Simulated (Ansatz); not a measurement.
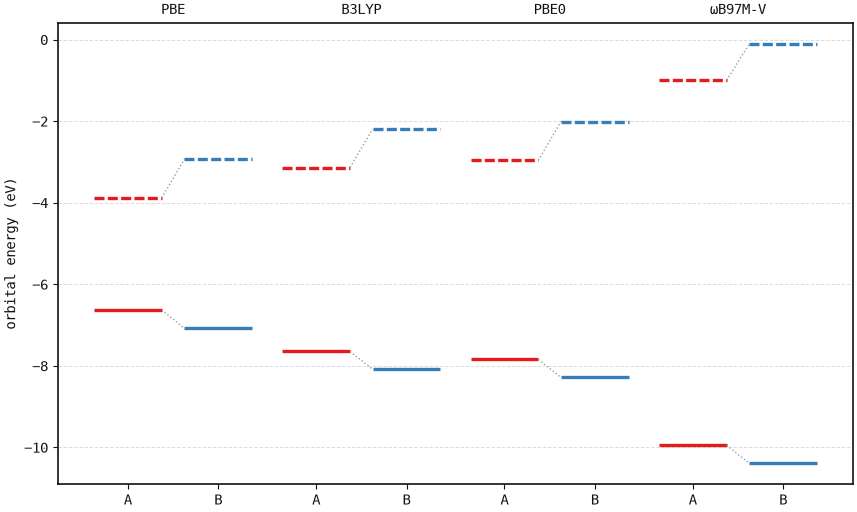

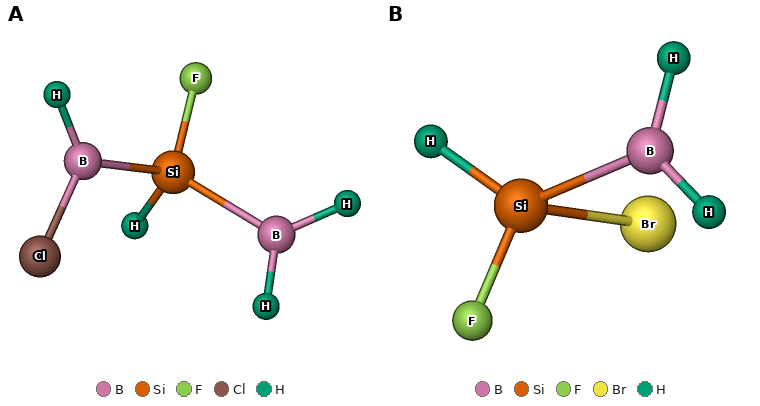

One change: A, B₂SiH₄ClF (SMILES B[Si@H](F)BCl), becomes B, BSiH₃BrF (SMILES B[Si@H](F)Br). BHCl (bound through B) on Si is replaced by Br. HOMO (solid) and LUMO (dashed) computed in def2-TZVPP at PBE0-D4/def2-TZVP geometries, both minima by their frequencies, gas phase, the Ansatz code.

Question: What does the change do to HOMO and LUMO?

Answer: PBE: the HOMO falls by 0.46 eV, the LUMO rises by 0.95 eV, and the separation goes from 2.75 to 4.15 eV. B3LYP: the HOMO falls by 0.44 eV, the LUMO rises by 0.94 eV, and the separation goes from 4.51 to 5.89 eV. PBE0: the HOMO falls by 0.44 eV, the LUMO rises by 0.95 eV, and the separation goes from 4.88 to 6.28 eV. ωB97M-V: the HOMO falls by 0.44 eV, the LUMO rises by 0.89 eV, and the separation goes from 8.95 to 10.28 eV.

Question: Do the functionals agree on the effect?

Answer: They agree on the direction for both levels; the HOMO shift lies between −0.46 and −0.44 eV and the LUMO shift between 0.89 and 0.95 eV, while the separations themselves differ by up to 6.2 eV between functionals.

Note: one conformer of each flexible molecule.
